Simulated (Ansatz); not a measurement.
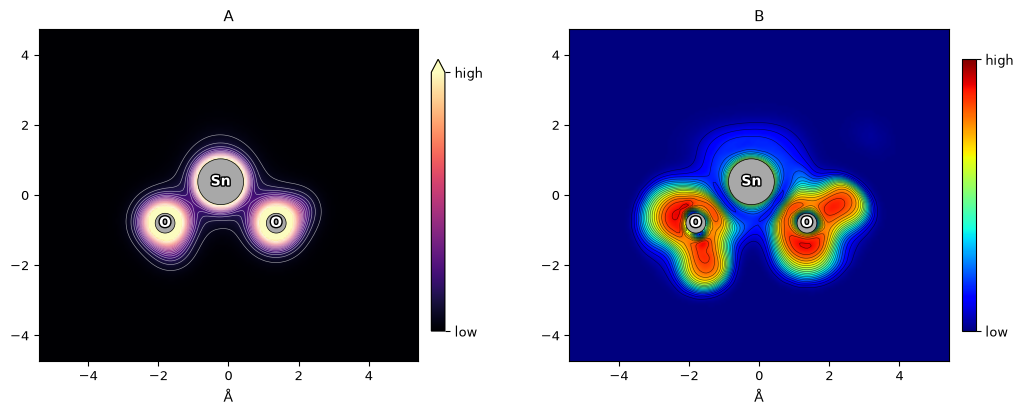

H$_{4}$O$_{4}$Sn···H$_{2}$: 2 fields on the plane of atoms O3, Sn1 and O7, with unlabelled colour scales. Grey discs cover the atomic cores.

Core potentials replace the inner electrons of Sn.

Computed with RKS B3LYP-D4/def2-SVP (Ansatz 0.2.0).

**The panels show electron density and electron localisation function in some order. Assign them.**

Panel A: electron density. Panel B: electron localisation function. From the grid: Sn–O (1.98 Å): ρ at the midpoint is about 0.74 e/Å³; the ELF peaks at about 0.85 in the valence shell of O, 0.6 Å from its nucleus, and drops to about 0.15 between the two atoms.
